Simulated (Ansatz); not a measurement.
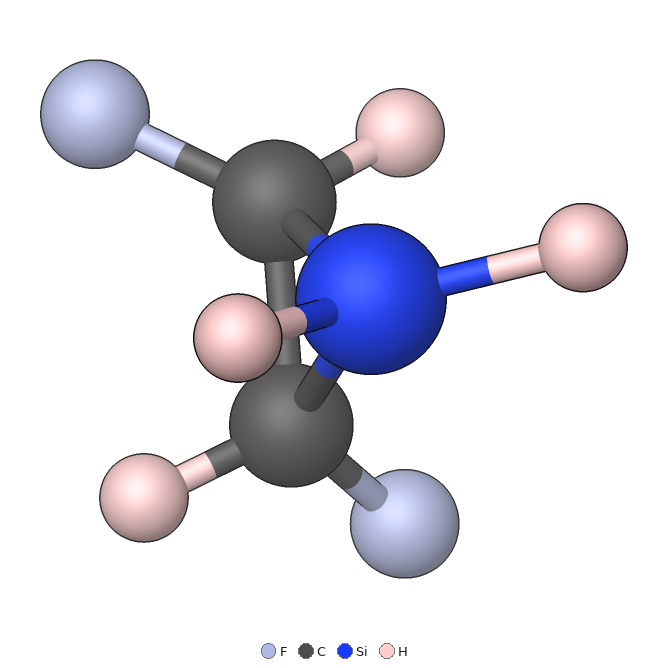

The geometry was computed by an optimisation with PBE-D4/def2-SVP. No frequency run is at hand to confirm it as a minimum.

Give the structural formula.

SMILES: F[C@H]1[SiH2][C@@H]1F

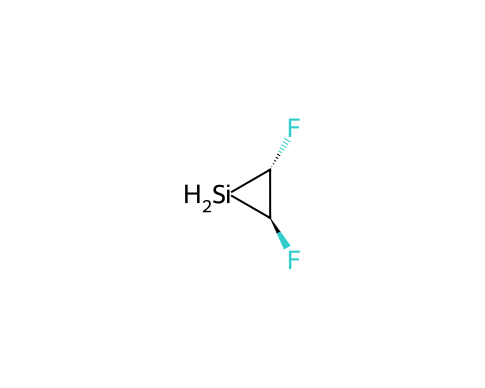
